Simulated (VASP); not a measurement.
Band structure of HfC (rock salt). Calculation: rev-vdW-DF2, VASP's PBE PAW potentials (set 64) (plane waves; VASP).

Unless said otherwise, spin-orbit coupling is left out, though it shifts the bands of the heavy elements here.

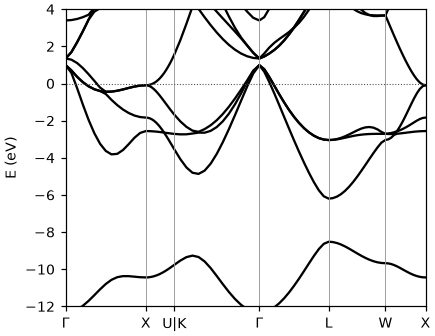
Fig. 1. Bands along high-symmetry lines, zero at the valence-band maximum or, without a gap, the Fermi level

Task: Read the plot: is there a gap, and where are the band edges?

Result: It has no gap at this level: it comes out as a metal or semimetal. (Edges off the drawn lines would not show.)

The compound is HfC in the rock salt structure. It was relaxed first.
